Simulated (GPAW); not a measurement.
## BAsH₄: property calculation

BAsH₄, computed with PBE/real-space grid, scalar-relativistic datasets (GPAW 26.7.0).

The geometry comes from this level: GFN2-xTB.

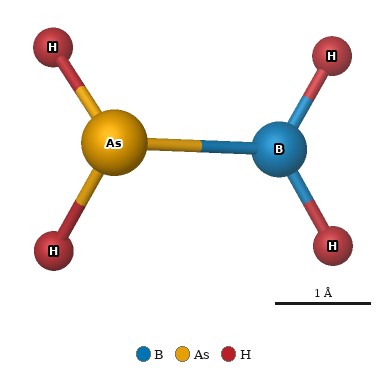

Figure 1. The structure (ball-and-stick view, seen at a tilt). Bond lengths as drawn: As–B 1.97 Å, As–H 1.50 Å and B–H 1.17 Å.

Input (calc.py)
```python
import numpy as np
from ase.io.zmatrix import parse_zmatrix
from ase.units import Debye
from gpaw import GPAW

# Geometry
zmat = """
B
As 1 r2
H 1 r3 2 a3
H 1 r4 3 a4 2 d4
H 2 r5 1 a5 4 d5
H 2 r6 5 a6 1 d6
"""
values = dict(r2=1.974784, r3=1.172382, a3=120.86091, r4=1.171706, a4=117.71652, d4=172.45074, r5=1.498916, a5=96.5054, d5=47.46905, r6=1.498342, a6=91.60689, d6=-96.7079)
molecule = parse_zmatrix(zmat, defs=values)
molecule.center(vacuum=4.5)

# Calculator
dft = GPAW(mode='fd', xc='PBE', h=0.18, maxiter=150, txt='-')
molecule.calc = dft

energy = molecule.get_potential_energy()
print(f'Energy: {energy:.5f} eV')
forces = molecule.get_forces()
print('Forces (eV/Ang)')
for symbol, f in zip(molecule.symbols, forces):
    print(f'{symbol:2} {f[0]:9.4f} {f[1]:9.4f} {f[2]:9.4f}')
dipole = molecule.get_dipole_moment() / Debye
print(f'Dipole: {np.linalg.norm(dipole):.3f} D')
homo, lumo = dft.get_homo_lumo()
print(f'HOMO: {homo:.3f} eV')
print(f'LUMO                    {lumo:.3f} eV')
print(f'Gap: {lumo - homo:.3f} eV')
```

Hardware: 1 thread of Arm Neoverse V2, 24 GiB of memory available, shared host.

Command:
```bash
OMP_NUM_THREADS=1 python calc.py
```

Output
```
__  _  _
 | _ |_)|_||  |
 |__||  | ||/\| - 26.7.0

units:  Angstrom and eV
cores:  1
OpenMP: False

Versions:
  Python: 3.12.14
  ASE:    3.29.0
  Numpy:  2.5.5
  Scipy:  1.18.1
  Libxc:  7.0.0

        _gpaw.cpython-312-aarch64-linux-gnu.so

Input parameters:
  mode=FD(),
  h=0.18,
  maxiter=150,
  xc=XC(name='PBE')

Diagonalizing LCAO Hamiltonian
Converting LCAO to fd mode
        .----------------------------.
       /|                            |
      / |                            |
     /  |                            |
    /   |                            |
   /    |                            |
  /     |                            |
 *      |                            |
 |      |                            |
 |      |       HB    As             |
 |      |      H       H             |
 |      |             H              |
 |      |                            |
 |      .----------------------------.
 |     /                            /
 |    /                            /
 |   /                            /
 |  /                            /
 | /                            /
 |/                            /
 *----------------------------*

Atoms  # Å, Bohr magnetons
|   | symbol |        x |        y |        z |    initial magnetic moments |
|---|--------|----------|----------|----------|-----------------------------|
| 0 |      B | 5.103146 | 5.646298 | 5.605635 | ( 0.0000,  0.0000,  0.0000) |
| 1 |     As | 7.077930 | 5.646298 | 5.605635 | ( 0.0000,  0.0000,  0.0000) |
| 2 |      H | 4.501766 | 6.652688 | 5.605635 | ( 0.0000,  0.0000,  0.0000) |
| 3 |      H | 4.500000 | 4.651040 | 5.741910 | ( 0.0000,  0.0000,  0.0000) |
| 4 |      H | 7.247753 | 4.500000 | 4.654893 | ( 0.0000,  0.0000,  0.0000) |
| 5 |      H | 7.246993 | 6.643302 | 4.500000 | ( 0.0000,  0.0000,  0.0000) |

Unit cell  # Å
| periodic |         x |         y |         z |   lengths |    angles |
|----------|-----------|-----------|-----------|-----------|-----------|
|       no | 11.747753 |  0.000000 |  0.000000 | 11.747753 | 90.000000 |
|       no |  0.000000 | 11.152688 |  0.000000 | 11.152688 | 90.000000 |
|       no |  0.000000 |  0.000000 | 10.241910 | 10.241910 | 90.000000 |

Number of symmetries: 1
Symmetry operations  # r_c * U_cc + t_c -> r_c
|   | kind |            matrix            |
|---|------|------------------------------|
| 0 |  E   |  1, 0, 0,  0, 1, 0,  0, 0, 1 |

BZ-sampling:
  Number of BZ points: 1
  Number of IBZ points: 1

  Monkhorst-Pack size: [1, 1, 1]
  Monkhorst-Pack shift: [0, 0, 0]

K-points  # in reciprocal-cell coordinates
|   |                                coordinates |     weight |
|---|--------------------------------------------|------------|
| 0 | (  0.00000000,   0.00000000,   0.00000000) | 1.00000000 |

Uniform wave function grid shape: (np.int64(63), np.int64(59), np.int64(55))
Spin-components: 1 (collinear spins)
Bands:           12
Projectors:      22
Spin-degeneracy: 2
Datatype:        float64

  Storage: CPU
  Wave functions: 19_625_760 bytes (19_625_760 per core)

Parallelization:
  kpt:    1
  domain: 1
  band:   1

Density:
  Valence electrons: 12.0
  Components: 1
  Grid points: [64 60 56]
  Charge: 0.0  # |e|

Potential:
  Grid points: [64 60 56]

species:
  B:
    name:    Boron
    Z:       5.0
    valence: 3
    core:    2
    charge:  0.0  # [|e|]
    file:    B.PBE.gz
    compensation charges:
      type: gauss
      rc: 0.20  # [Å]
      lmax: 2
    cutoffs:
      filter: 1.14  # [Å]
      core: 1.38  # [Å]
    projectors
    | kind |    occ | energy [eV] | rcut [Å] |
    |------|--------|-------------|----------|
    |   2s |  2.000 |      -9.443 |    0.635 |
    |   2p |  1.000 |      -3.606 |    0.635 |
    |    s |        |      17.768 |    0.635 |
    |    p |        |      23.605 |    0.635 |
    |    d |        |       0.000 |    0.635 |

    Using partial waves for B as LCAO basis

  As:
    name:    Arsenic
    Z:       33.0
    valence: 5
    core:    28
    charge:  0.0  # [|e|]
    file:    As.PBE.gz
    compensation charges:
      type: gauss
      rc: 0.33  # [Å]
      lmax: 2
    cutoffs:
      filter: 1.87  # [Å]
      core: 2.96  # [Å]
    projectors
    | kind |    occ | energy [eV] | rcut [Å] |
    |------|--------|-------------|----------|
    |   4s |  2.000 |     -14.487 |    1.058 |
    |   4p |  3.000 |      -5.196 |    1.058 |
    |    s |        |      12.725 |    1.058 |
    |    p |        |      22.016 |    1.058 |
    |    d |        |       0.000 |    1.058 |

    Using partial waves for As as LCAO basis

  H:
    name:    Hydrogen
    Z:       1.0
    valence: 1
    core:    0
    charge:  0.0  # [|e|]
    file:    H.PBE.gz
    compensation charges:
      type: gauss
      rc: 0.15  # [Å]
      lmax: 2
    cutoffs:
      filter: 0.85  # [Å]
      core: 0.53  # [Å]
    projectors
    | kind |    occ | energy [eV] | rcut [Å] |
    |------|--------|-------------|----------|
    |   1s |  1.000 |      -6.494 |    0.476 |
    |    s |        |      20.717 |    0.476 |
    |    p |        |       0.000 |    0.476 |

    Using partial waves for H as LCAO basis

Reference energy: -62222.423816  # eV

eigensolver:
  PPCG
  Converge bands: occupied
  niter=2

density mixing:
  MSR1-Mixer
  Pratt-step length: 0.05
  Maximum mixing coefficient: 0.75
  Old densities: 10
  SVD Regularization: 0.005
  Good broyden scale: 1.0
  Trust region scale: 1.0
  Backstep threshold: 4.0
  History deletion threshold: 6.0
  Fourier metric: weight=20.0, sigma=0.015

occupation numbers:
  # Zero width

FastPoissonSolver using
    Stencil: 6*3+1=19 point O(h^6) finite-difference Laplacian
    FFT axes: []
    FST axes: [np.int64(2), np.int64(1), np.int64(0)]

xc functional:
  name: PBE with 2 nearest neighbor stencil
interpolation: tri-quintic # 5. degree polynomial

Initialization done in: 1.273 s

convergence criteria:
- Maximum [total energy] change in last 3 cyles: 0.0005 eV / valence electron
- Maximum integral of absolute [dens]ity change: 0.0001 electrons / valence electron
- Maximum integral of absolute [eigenst]ate change: 4e-08 eV^2 / valence electron
maximum number of iterations: 150

SCF iterations
|iter     |     time |      energy | eigst |  dens |
|---------|----------|-------------|-------|-------|
|iter:   1| 00:00:01 |  -25.431137 | +1.16 |       |
|iter:   2| 00:00:02 |  -25.205600 | -0.02 | -0.59 |
|iter:   3| 00:00:03 |  -23.617390 | +0.27 | -0.61 |
|iter:   4| 00:00:04 |  -23.542537 | +0.24 | -1.18 |
|iter:   5| 00:00:05 |  -23.511728 | -0.93 | -1.45 |
|iter:   6| 00:00:05 |  -23.517066 | -1.59 | -1.78 |
|iter:   7| 00:00:06 |  -23.517397c| -2.66 | -2.30 |
|iter:   8| 00:00:07 |  -23.517421c| -3.62 | -3.02 |
|iter:   9| 00:00:08 |  -23.517423c| -4.35 | -3.43 |
|iter:  10| 00:00:09 |  -23.517424c| -5.20 | -4.11c|
|iter:  11| 00:00:09 |  -23.517424c| -5.92 | -4.43c|
|iter:  12| 00:00:10 |  -23.517424c| -6.61 | -5.21c|
|iter:  13| 00:00:11 |  -23.517424c| -7.27 | -5.41c|
|iter:  14| 00:00:12 |  -23.517424c| -7.76c| -5.56c|

Converged in 14 steps
SCF loop duration: 10.609 s (0.758 s/step)
Energy contributions relative to reference atoms: (reference = -62222.423816)

Energy contributions:
  Kinetic:          36.025083
  Coulomb:         -37.610187
  Zero:             -0.015865
  External:          0.000000
  Xc:              -21.916454
  Entropy:           0.000000
  Spinorbit:         0.000000
  ----------------------------
  Free energy:     -23.517424
  Extrapolated:    -23.517424

dipole moment: (0.024525, -0.003972, -0.055869)  # |e|*Ang

Fermi level: -4.753
Eigenvalues  # (at kpt = [0.000, 0.000, 0.000])
| band index |      eig [eV] | occ [0-2] |
|------------|---------------|-----------|
|          0 |       -16.366 |     2.000 |
|          1 |       -12.049 |     2.000 |
|          2 |        -9.529 |     2.000 |
|          3 |        -8.266 |     2.000 |
|          4 |        -8.102 |     2.000 |
|          5 |        -6.588 |     2.000 |
|          6 |        -2.917 |     0.000 |
|          7 |        -0.522 |     0.000 |
|          8 |        -0.378 |     0.000 |
|          9 |         0.269 |     0.000 |
|         10 |         0.872 |     0.000 |
|         11 |         1.169 |     0.000 |

Gap: 3.670 eV
Transition (v -> c):
  (s=0, k=0, n=5, [0.00, 0.00, 0.00]) -> (s=0, k=0, n=6, [0.00, 0.00, 0.00])
No difference between direct/indirect transitions
vacuum-level: 0.000  # V
Energy: -23.51742 eV

Forces  # eV/Ang
|        x |        y |        z |
|----------|----------|----------|
|  0.06983 |  0.00442 | -0.04081 |  # B    0
|  0.18561 |  0.03196 |  0.45522 |  # As   1
| -0.22024 |  0.62761 |  0.00532 |  # H    2
| -0.23243 | -0.63433 |  0.08843 |  # H    3
|  0.10587 | -0.63347 | -0.20766 |  # H    4
|  0.10401 |  0.60521 | -0.31228 |  # H    5

Force computation time: 0.042  # s
Forces (eV/Ang)
B     0.0698    0.0044   -0.0408
As    0.1856    0.0320    0.4552
H    -0.2202    0.6276    0.0053
H    -0.2324   -0.6343    0.0884
H     0.1059   -0.6335   -0.2077
H     0.1040    0.6052   -0.3123
Dipole: 0.294 D
HOMO: -6.588 eV
LUMO                    -2.917 eV
Gap: 3.670 eV
```

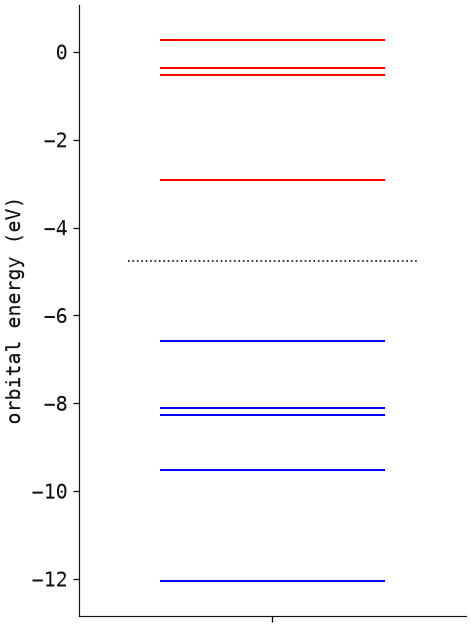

Figure 2. Orbital energies near the frontier; the dotted line parts filled from empty levels, and levels within 0.02 eV of each other stand side by side. Highest filled −6.59 eV, lowest empty −2.92 eV, 3.67 eV apart.

Summary

- outcome: converged
- energy relative to the program's reference atoms: −23.5174 eV
- largest force: 0.689 eV/Å
- HOMO: −6.59 eV
- LUMO: −2.92 eV
- dipole moment: 0.29 D
- wall time: 13 s
- peak memory: 0.52 GiB
